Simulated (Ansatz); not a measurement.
```xyz
7

Cl   -1.9520   -2.9599    3.3564
F    -0.5372   -1.4764   -1.4058
O    -0.2108   -2.6206    0.9751
Si   -1.3025   -1.7811    0.0033
Si   -0.0129   -3.3390    2.4777
H    -2.4830   -2.6415   -0.2868
H    -1.6420   -0.4772    0.6379
```

Geometry: BLYP-D3(BJ)/def2-SVP.

Method: isolated molecule in a Gaussian basis; Kohn-Sham density functional theory, functional PBE0 (Ansatz).

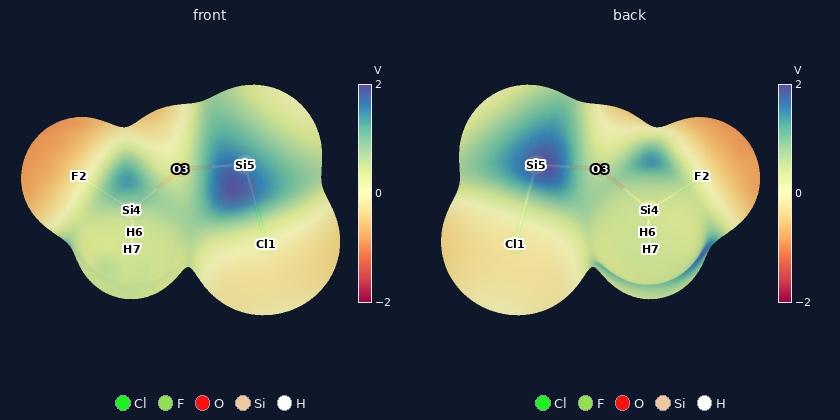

ClFH₂OSi₂ (SMILES F[SiH2]O[Si]Cl). The electrostatic potential painted on the density surface at 0.002 e/bohr³, seen from the front and from behind; red is negative and blue positive.

Where is the surface potential most negative and most positive?

Answer. The most negative region (about −0.9 V) lies over F2, the most positive (about +1.9 V) over Si4 and Si5.

How polar is the molecule by this calculation?

Answer. Its dipole moment is 0.44 D.
